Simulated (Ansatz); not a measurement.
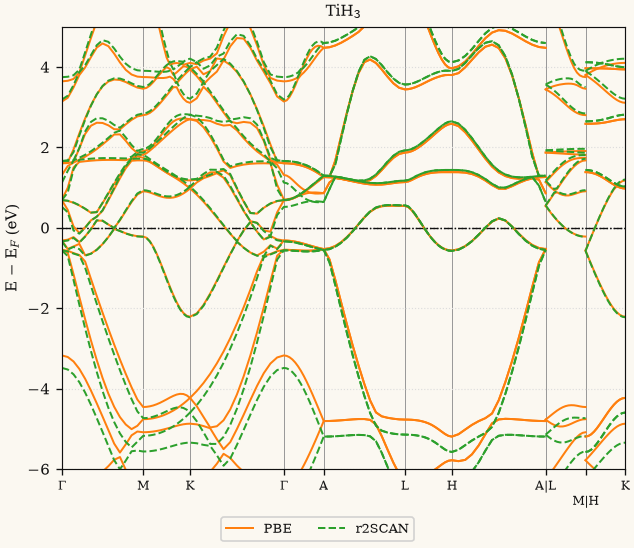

Band structures of TiH₃, space group P6_3/mmc, 8 atoms in the cell, by two methods on the same cell. Each is counted from its own Fermi level.

How do the methods compare?

Both give a metal. The 8 bands that come within 1 eV of the Fermi level differ by 0.10 eV on average and by 0.46 eV at most (between Γ and M).

Settings. PBE: DFT PBE, scalar-relativistic, plane waves, PAW, no spin polarisation, 12×12×8 k mesh, 420 eV cutoff, Gaussian smearing of 0.1 eV (Ansatz). r2SCAN: DFT r2SCAN, scalar-relativistic, plane waves, PAW, no spin polarisation, 12×12×8 k mesh, 500 eV cutoff (Ansatz).

The structure is an invented one, so it need not be a known or stable phase.
